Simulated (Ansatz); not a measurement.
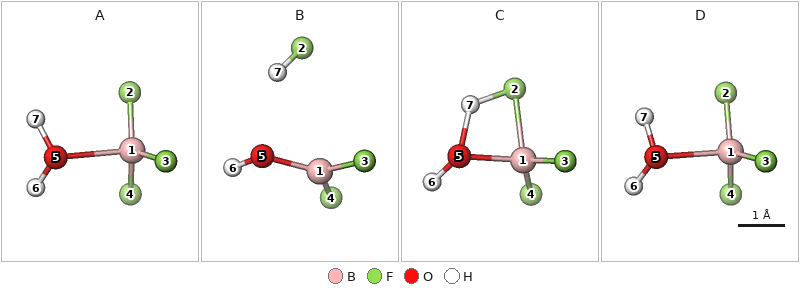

4 geometries from a converged minimum-energy path of BH2OF3, shuffled. A ball-and-stick model, seen at a tilt.

All numbers below come from RKS B3LYP/def2-SVP (Ansatz 0.2.0). Run with 7 movable images; climbing image; force threshold 0.05 eV/Å; iteration limit 60; starting path through a guess of the saddle point.

**Which frame is the transition state?**

C. In order along the path, whose images run from 0 to 8: A (image 0, 0.0 kcal/mol), D (image 1, +1.1 kcal/mol), C (image 4, +23.7 kcal/mol), B (image 8, +10.8 kcal/mol). Breaking: B1–F2 (1.35 → 1.65 at the top → 2.78 Å), O5–H7 (0.97 → 1.28 at the top → 1.89 Å). Forming: F2–H7 (2.33 → 1.13 at the top → 0.93 Å).

Cost: 2.1 min on 2 threads of Arm Neoverse V2 (shared host), peak memory 0.15 GiB.
